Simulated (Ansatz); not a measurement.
System: Nd$_{4}$O.

```
CELL_PARAMETERS angstrom
5.12455 0.00000 0.00000
0.00000 5.12455 0.00000
0.00000 0.00000 5.12455
ATOMIC_POSITIONS crystal
Nd 0.00000 0.50000 0.50000
Nd 0.50000 0.00000 0.50000
Nd 0.50000 0.50000 0.00000
Nd 0.00000 0.00000 0.00000
O 0.50000 0.50000 0.50000
```

Space group Pm-3m; a structure generated by program, which may or may not match a known phase; computed without spin polarisation; no Hubbard U on the f states and no spin–orbit coupling.

Level of theory: Ansatz, DFT PBE, scalar-relativistic, plane waves, PAW; 4f electrons in the core of a trivalent norm-conserving potential.

> What will maps of the valence pseudo-density and electron localisation function show?

Nd–O (2.56 Å): ρ at the midpoint is about 0.28 e/Å³; the ELF is about 0.10 at the midpoint; no localised pair shows between them.

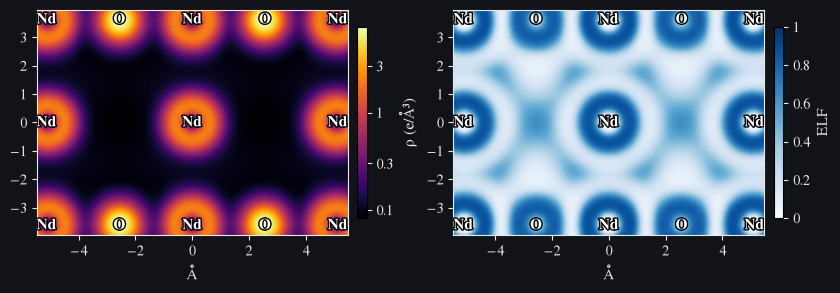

Computed valence pseudo-density and electron localisation function on the (110) plane of the conventional cell, in this order. 

Core electrons are replaced by pseudopotentials, and the valence fields are smoothed inside the atomic spheres.
